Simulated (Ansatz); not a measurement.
The reference is TaAgO3 in the cubic perovskite structure (space group Pm-3m, No. 221; a = 3.951 Å; a cell from a computed database, its experimental status unchecked). Axes: x, y, z lie along the cube axes.

Now apply this change: uniaxial strain ε_xx = +3.84 %, all other strain components held at zero, atoms relaxed at fixed cell.

Calculations: PBEsol (Ansatz, a program for electronic structure; PAW; 420 eV plane waves; no spin-orbit coupling).

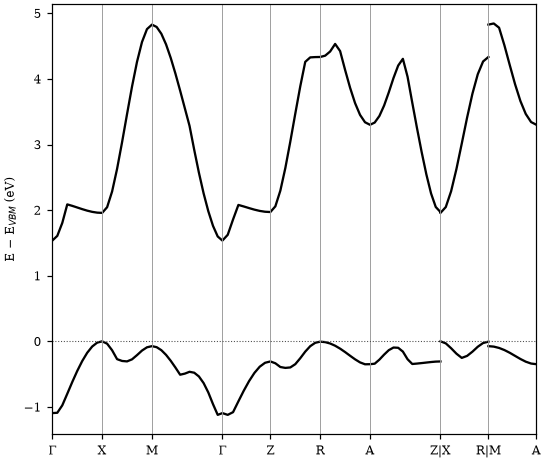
Figure: Highest valence and lowest conduction band along the path of the changed cell's own zone

Task: Read the changed gap and its character from the plot.

Result: About 1.5 eV, indirect, X → Γ.

Spin-orbit coupling, missing from the scalar runs, can matter with Ta. No phonon test of stability was made. Many cubic perovskites are stable only at high temperature; tilts and polar distortions were not tested. Labels are those of the standard path for the cell's own space group.
